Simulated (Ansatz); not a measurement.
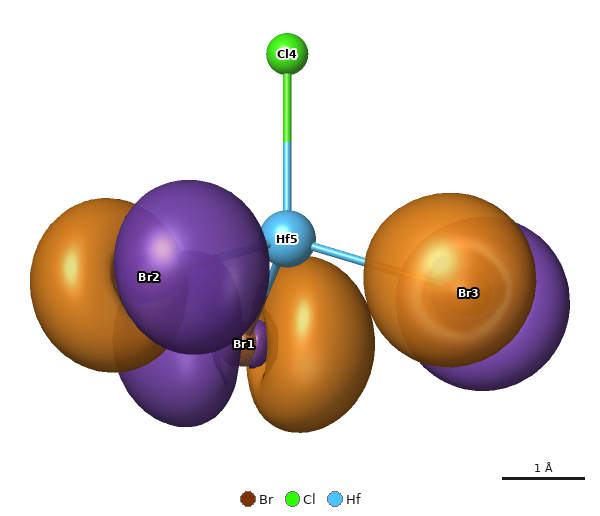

Figure 1: Br3ClHf. One frontier orbital at ±0.1 Å⁻³ᐟ² (orange and purple are the two phases), seen from one side.

Geometry: PBE0-D4/def2-SVP; core potentials replace the inner electrons of Hf.

Level of theory: Ansatz 0.2.0, isolated molecule in a Gaussian basis; Kohn-Sham density functional theory, functional PBE0.

The calculation's input:

```
crystal:
  periodic: [false, false, false]
  atoms:
    - {symbol: Br, position_ang: [2.088391, -1.279807, -0.377513]}
    - {symbol: Br, position_ang: [-0.741424, -0.287345, 2.319271]}
    - {symbol: Br, position_ang: [0.373435, 2.368269, -0.503910]}
    - {symbol: Cl, position_ang: [-1.657166, -0.848466, -1.450870]}
    - {symbol: Hf, position_ang: [-0.013235, -0.026350, -0.028379]}
basis:
  gaussian:
    orbitals: def2-TZVPD
hamiltonian:
  xc: {name: PBE0}
output: {forces: true, orbitals: {seedname: orbitals}}
```

Run with:

```sh
ansatz run input.yaml --threads 2 --pin off --max-ram 6090MiB --events-out events.jsonl --progress --plain --runs-dir runs
```

**Which orbital is it: HOMO or LUMO?**

The HOMO, at −8.92 eV. Its weight (Hirshfeld) is mainly on Br1 (about 30 %), Br2 (about 30 %) and Br3 (about 30 %); largely a combination of lone pairs on Br1, Br2 and Br3.
